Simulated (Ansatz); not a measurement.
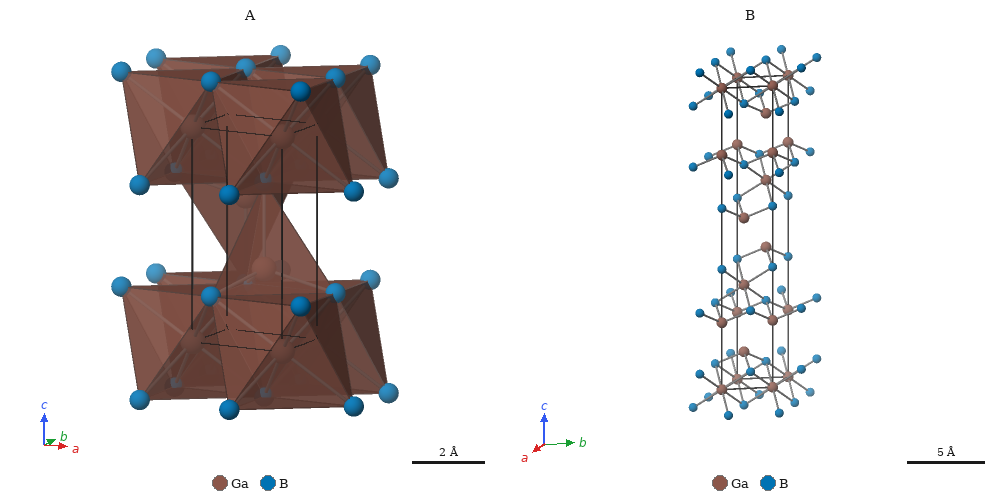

Two structures of Ga3B2, each relaxed to rest (conventional cells in solid outline, small ones repeated, not to one scale). Method: DFT PBE, scalar-relativistic, plane waves, PAW (Ansatz), without spin polarisation.

Question: Which two forms are compared?

Answer: A: 5 atoms a cell on a primitive hexagonal lattice, P-3m1. B: 15 atoms a cell on a rhombohedral (trigonal R) lattice, R-3m.

Question: Compare their energies: which is lower?

Answer: A is lower, by 119 meV/atom at this level of theory (energies at zero smearing). Volumes: A 13.3, B 13.7 Å³/atom.

One or both may be structure types tried for this composition rather than known phases.
